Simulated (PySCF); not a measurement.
C4H7FO, SMILES `CCC(F)C=O`.

Computed with PySCF, LDA (SVWN)/def2-SVPD, geometry: GFN2-xTB. No frequency check shows the geometry to be a minimum.

Geometry (Å), atoms numbered from 1:

```
C1       1.5474   -1.0161    0.5326
C2       0.9607   -0.4232   -0.7436
C3      -0.1248    0.6149   -0.4397
F4       0.4061    1.6629    0.2823
C5      -1.2746    0.0159    0.3375
O6      -1.9646   -0.8769   -0.0601
H7       0.7882   -1.5639    1.0865
H8       2.3565   -1.6990    0.2876
H9       1.9424   -0.2273    1.1685
H10      0.5049   -1.2046   -1.3527
H11      1.7485    0.0607   -1.3237
H12     -0.5088    1.0474   -1.3744
H13     -1.4233    0.4864    1.3269
```

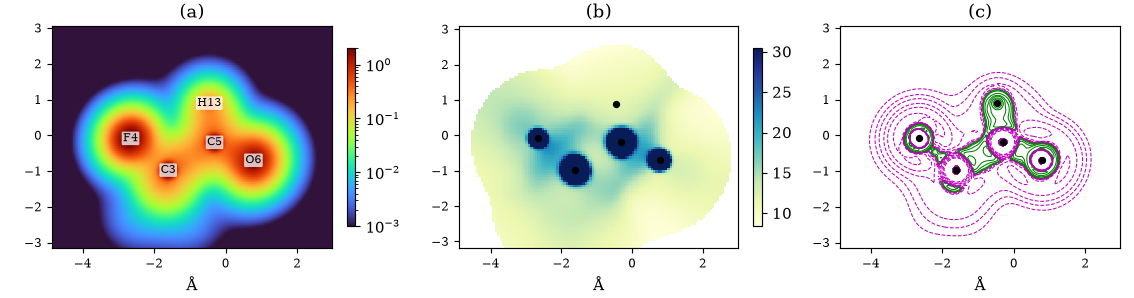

Three fields in the plane of C3, F4, C5, O6 and H13. (c): solid green lines positive, dashed magenta lines negative.

> The panels show, in some order, the average local ionisation energy, electron density and negative Laplacian of the density (−∇²ρ). Which is which?

(a) is the electron density: it is positive everywhere and peaks at the nuclei. (b) is the average local ionisation energy: it is high near the heavier nuclei and lowest where loosely bound electrons reach out. (c) is the negative Laplacian of the density (−∇²ρ): shells alternate in sign around each nucleus and valence concentrations outline the bonding and non-bonding pairs.
